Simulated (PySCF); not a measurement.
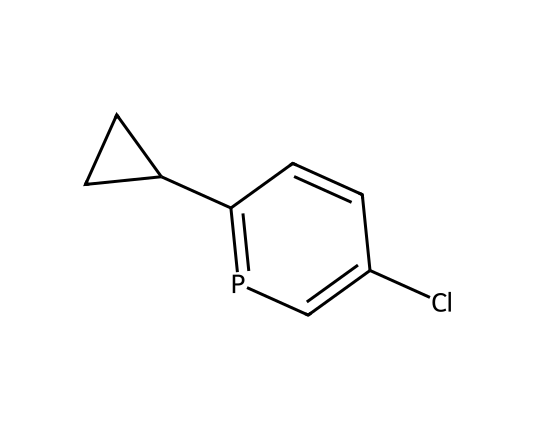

Computed geometry: GFN2-xTB optimisation. No frequency run is at hand to confirm it as a minimum. Properties computed with PBE0/pcSseg-1, gas phase (PySCF 2.14.0).

What does the calculation give?

The species is C₈H₈ClP (`Clc1ccc(C2CC2)pc1`).
- dipole moment: 2.37 D
- HOMO energy (Kohn–Sham orbital): −6.82 eV
- LUMO energy (Kohn–Sham orbital): −1.77 eV
- HOMO–LUMO gap: 5.04 eV

The geometry is semi-empirical. Around P such bond lengths and angles can be off by a tenth of an ångström or more and by several degrees, and values that hang on the shape move with them.
